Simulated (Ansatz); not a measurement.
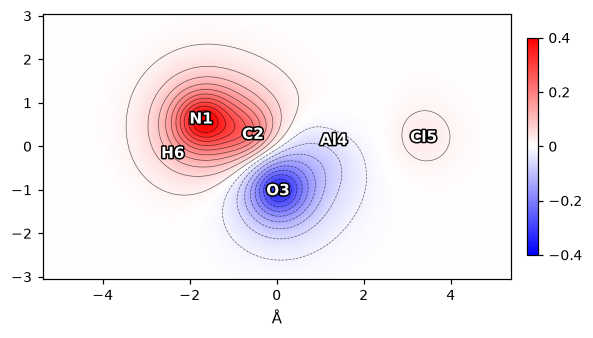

The picture shows: CHAlClNO (SMILES N=[C]1[O][Al]1[Cl]). The HOMO−1 on a plane 0.8 Å above the molecular plane (values in Å⁻³ᐟ²; the overall sign is arbitrary).

Geometry: PBE0-D4/def2-TZVP.

All numbers below come from Ansatz, RKS PBE0-D4/def2-TZVPP.

```xyz
6

N     0.7721   -0.0401    1.6742
C     0.2724    0.0414    0.5452
O    -0.3262   -0.9476   -0.2727
Al   -0.3797    0.5505   -1.1269
Cl   -1.0313    1.3187   -2.9255
H     0.7350   -0.9869    2.0593
```

Question: Where does this orbital lie, and at what energy?

Answer: Its weight (Hirshfeld) is mainly on N1 (about 45 %), O3 (about 30 %) and C2 (about 15 %); it changes sign across the molecular plane (π type); π-bonding across N1–C2; π-antibonding (a node) across C2–O3. Its energy is −8.21 eV.
